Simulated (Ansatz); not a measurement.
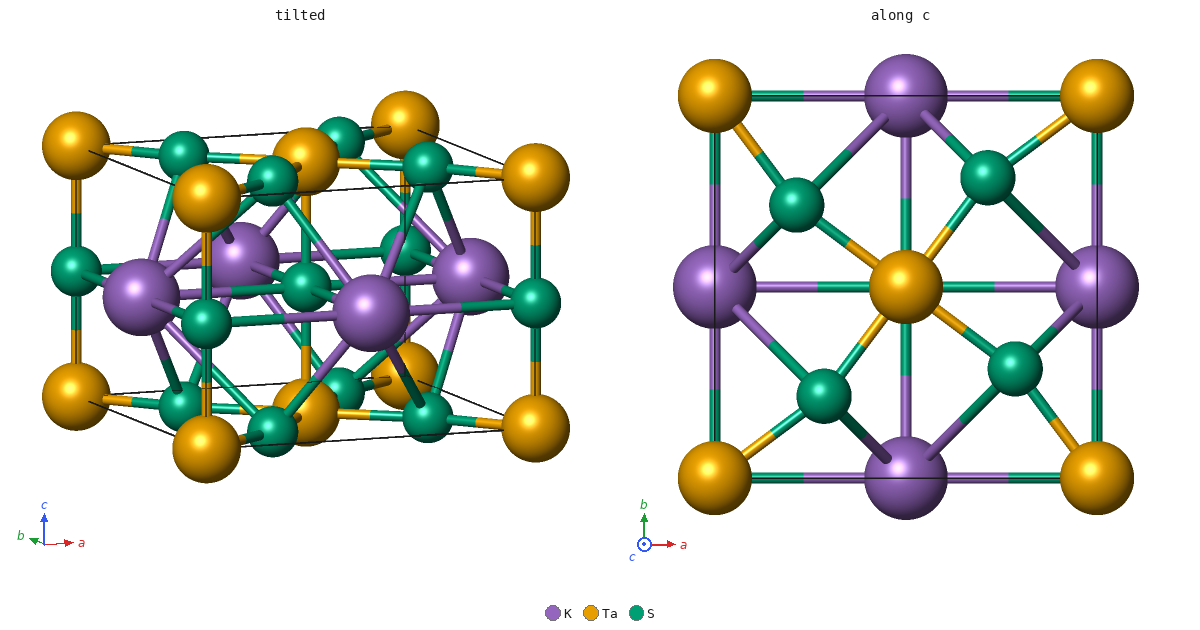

Ball-and-stick model, viewed slightly off an axis and along the c axis. The outline marks the conventional unit cell.

KTaS3, space group P4/mbm (No. 127), a = 6.822 Å, b = 6.822 Å, c = 4.894 Å, α = 90.00°, β = 90.00°, γ = 90.00°. Its origin is a structure type filled with these elements by a generator (whether the compound takes this form wasn't checked). Earlier steps of the study, as a rule a relaxation of our own, may have changed the cell and positions, so they can lie some per cent off the listed ones. An electronic-structure calculation with Ansatz was run on it.

This one geometry was computed with Ansatz (DFT, plane waves, PAW) at three levels of theory: r2SCAN, PBE and LDA.

### Which level gives the highest pressure at this volume, and what does that say about its equilibrium volume?

Highest: PBE (0.0 GPa), which points to the largest equilibrium volume. Lowest, with the smallest volume: LDA (-5.2 GPa). Levels within 0.5 GPa of each other can't be told apart.

### How does the band gap change with the level of theory?

All levels give a metal.

### Collect the results in a table.

| level | cutoff (eV) | k-mesh of the run's cell | gap (eV) | pressure (GPa) |
| --- | --- | --- | --- | --- |
| r2SCAN | 500 | 6×6×8 | metal | -1.3 |
| PBE | 420 | 6×6×8 | metal | 0.0 |
| LDA | 420 | 6×6×8 | metal | -5.2 |

Gaps are taken on the k-mesh or band path of each run.
